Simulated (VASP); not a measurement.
Band structure of SiC (zinc blende). Method: TPSS meta-GGA, VASP's PBE PAW potentials (set 64) (plane waves; VASP).

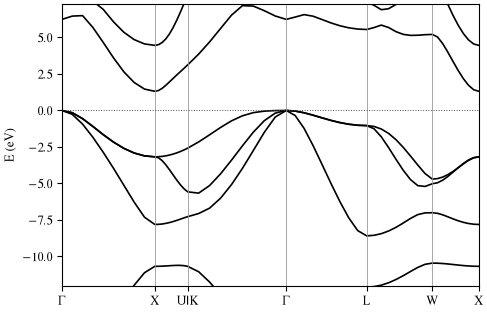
*Bands along high-symmetry lines, zero at the valence-band maximum or, without a gap, the Fermi level*

Q: Read the plot: is there a gap, and where are the band edges?

A: The gap is indirect, 1.31 eV, from the valence maximum at Γ to the conduction minimum at X.

Measured: gap 2.53 eV (computed value off by -1.22 eV), as given by Wei Chen et al., Physical Review Materials (2018), doi:10.1103/physrevmaterials.2.073803 [zero-point renormalisation of 0.11 eV added back (the table's ZPR column)].

The compound is SiC in the zinc blende structure. It was relaxed first.
